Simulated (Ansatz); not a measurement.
**Run report: BSiH5SF2, single-point calculation**

- system: BSiH5SF2
- method: RKS PBE0-D4/def2-TZVPP (Ansatz 0.2.0)

The geometry is the reactant side of a reaction. The reaction was set up to form B1–Si6 and S2–H5 and to break B1–S2 and H5–Si6 (atoms counted from 1 in the order of the input); sticks are drawn by distance alone. The geometry comes from this level: PBE0-D4/def2-TZVP.

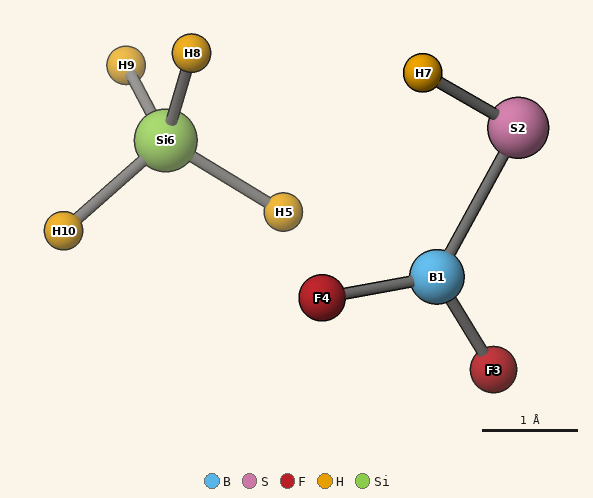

Figure 1. The structure as given in the input (ball-and-stick view, seen at a tilt; atoms are numbered from 1 in the order of the input). Bond lengths as drawn: B–F 1.32 Å, B–S 1.80 Å, H–S 1.34 Å and H–Si 1.48 to 1.49 Å.

**Summary**

- outcome: converged
- total energy: −24898.2153 eV
- mean-field energy: −24898.0571 eV
- dispersion energy: −0.1582 eV
- SCF solution under orbital rotations: stable
- HOMO: −8.41 eV
- LUMO: 0.06 eV
- hardware: 4 threads of Arm Neoverse V2, 23 GiB of memory available, shared host
- wall time: 2.4 s (CPU time 8.9 s)
- peak memory: 0.61 GiB

**Input file**
```yaml
crystal:
  periodic: [false, false, false]
  atoms:
    - {symbol: B, position_ang: [0.784074, -1.635960, -0.747912]}
    - {symbol: S, position_ang: [1.622568, -0.609509, -1.965459]}
    - {symbol: F, position_ang: [-0.054518, -2.565861, -1.157165]}
    - {symbol: F, position_ang: [0.980986, -1.501457, 0.550942]}
    - {symbol: H, position_ang: [-1.488379, 0.185444, -0.103732]}
    - {symbol: Si, position_ang: [-1.124728, 1.239766, 0.877697]}
    - {symbol: H, position_ang: [2.290012, 0.113528, -1.052245]}
    - {symbol: H, position_ang: [0.274709, 1.673040, 0.635717]}
    - {symbol: H, position_ang: [-2.035697, 2.399582, 0.707861]}
    - {symbol: H, position_ang: [-1.249027, 0.701426, 2.254395]}
basis:
  gaussian: {orbitals: def2-TZVPP}
hamiltonian: {xc: pbe0, dispersion: d4}
output: {orbitals: {seedname: orbitals}}
```

Run as:
```bash
ansatz run in.yaml --threads 4 --pin off --events-out ev --progress --plain --max-ram 9574MiB
```

**What the program printed**
```
Functional definition: PBE0
  name "PBE0"
  cite "Adamo & Barone, J. Chem. Phys. 110, 6158 (1999) doi:10.1063/1.478522"
  cite "Perdew, Burke & Ernzerhof, Phys. Rev. Lett. 77, 3865 (1996) doi:10.1103/PhysRevLett.77.3865"
  parent pbe
  parameter a = 0.25
  parameter kappa = 0.804
  parameter beta = 0.06672455060314922
  exchange = (1 - a)*pbe_x(kappa = kappa, mu = beta*pi^2/3) + a*exact_x
  correlation = pbe_c(beta = beta)
1382 factors; their error is unknown
mean field evaluation 1: about -24895.8284 eV, gradient 3.8e1 eV
mean field evaluation 2: about -24894.5886 eV, gradient 5.1e1 eV
mean field evaluation 4: about -24898.0078 eV, gradient 1.1e0 eV
mean field evaluation 8: about -24898.0570 eV, gradient 2.0e-1 eV
mean field -24898.05704025 eV, -914.9867197198 hartree, gradient 5.7e-5 eV, S^2 0.000000; 0 other end points of the search recorded, 0 dependent functions left out
reference -24898.05707585 eV, -914.9867210281 hartree; 29, 29 occupied and 218, 218 virtual orbitals, 1382 factors
Total energy: -24898.21530928 eV, -914.9925359997 hartree
```

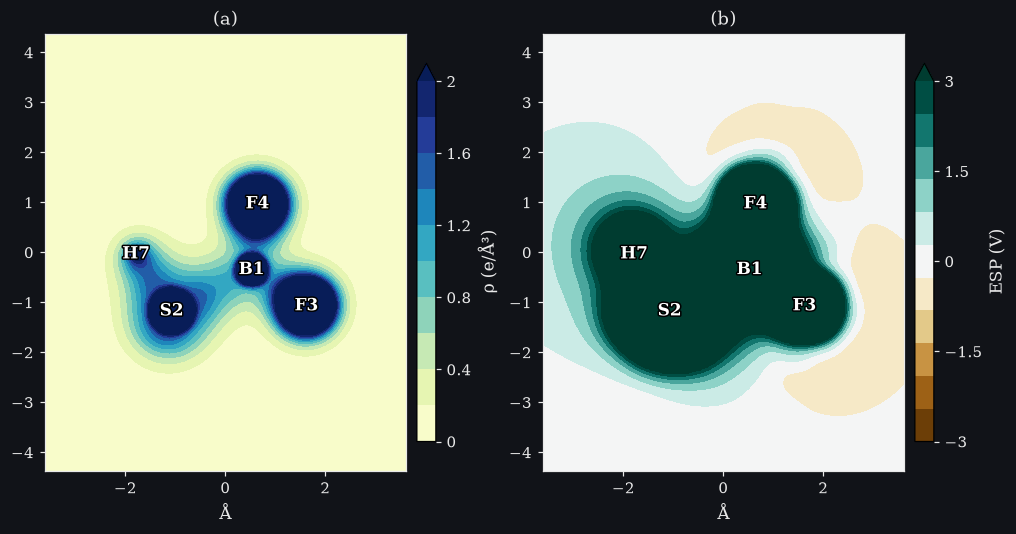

Figure 2. (a) electron density; (b) molecular electrostatic potential on the plane of atoms S2, B1 and F3. B–F (1.32 Å): ρ at the midpoint is about 2.3 e/Å³. S–H (1.34 Å): ρ is about 1.5 e/Å³ halfway.

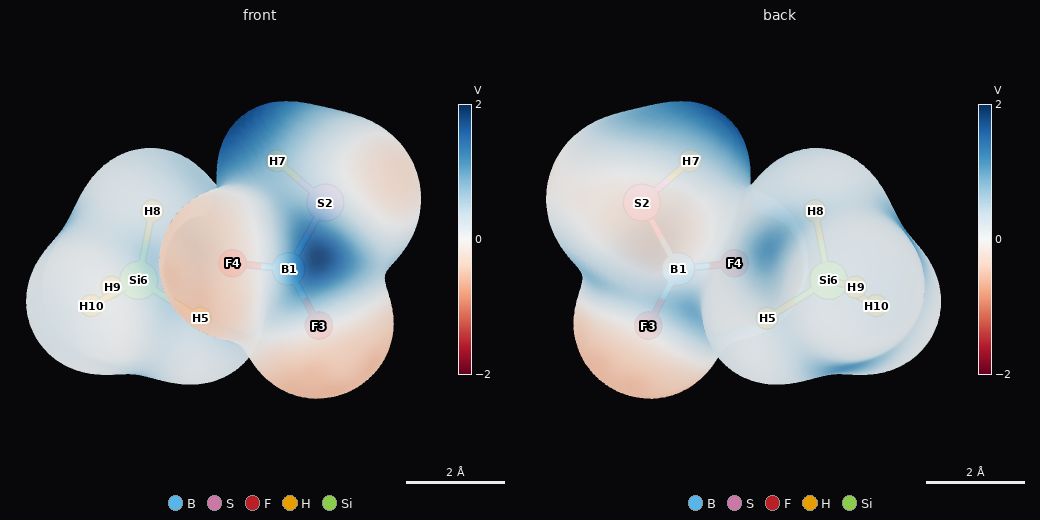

Figure 3. The electrostatic potential painted on the density surface at 0.002 e/bohr³, seen at a tilt and from behind; red is negative and blue positive.

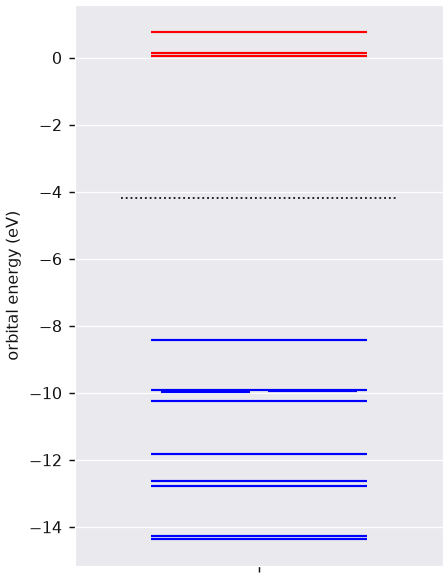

Figure 4. Orbital energies near the frontier; the dotted line parts filled from empty levels, and levels within 0.02 eV of each other stand side by side. Highest filled −8.41 eV, lowest empty 0.06 eV, 8.47 eV apart.
